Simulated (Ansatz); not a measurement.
The figure comes from a scan of AlN (zinc blende): a phonon pattern at X = (0.5, 0.5, 0.0) is frozen into a 4-atom cell, Q being the largest atomic displacement. Level of theory: r2SCAN (plane waves to 500 eV, PAW, scalar-relativistic; Ansatz, a program for electronic structure). k mesh 13×13×13 (Γ-centred), Fermi-Dirac smearing 0.05 eV. E stands for the smeared free energy. AlN was relaxed with its symmetry unable to fall. The PAW data are Ansatz's earlier set. The zero of ΔE is the undisplaced structure.

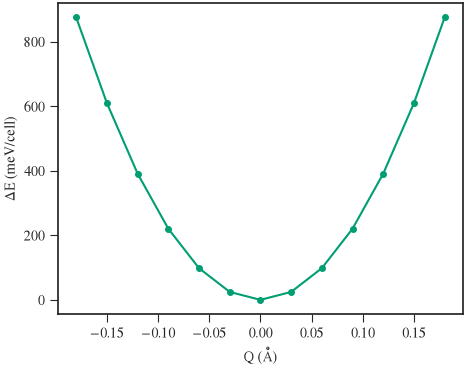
Fig. 1. ΔE (meV/cell) against Q (Å); markers are the computed points, lines only join them.

Problem. Read the plotted values off the figure, to the accuracy that the plot allows.

Solution. To the nearest 20:

```json
[
 {"Q (Å)": "-0.180", "ΔE (meV/cell)": "880"},
 {"Q (Å)": "-0.150", "ΔE (meV/cell)": "600"},
 {"Q (Å)": "-0.120", "ΔE (meV/cell)": "400"},
 {"Q (Å)": "-0.090", "ΔE (meV/cell)": "220"},
 {"Q (Å)": "-0.060", "ΔE (meV/cell)": "100"},
 {"Q (Å)": "-0.030", "ΔE (meV/cell)": "20"},
 {"Q (Å)": "0.000", "ΔE (meV/cell)": "0"},
 {"Q (Å)": "0.030", "ΔE (meV/cell)": "20"},
 {"Q (Å)": "0.060", "ΔE (meV/cell)": "100"},
 {"Q (Å)": "0.090", "ΔE (meV/cell)": "220"},
 {"Q (Å)": "0.120", "ΔE (meV/cell)": "400"},
 {"Q (Å)": "0.150", "ΔE (meV/cell)": "600"},
 {"Q (Å)": "0.180", "ΔE (meV/cell)": "880"}
]
```

(For displaced atoms, the force is minus the slope of the energy, and its curvature is a force constant, which sets phonon frequencies.)
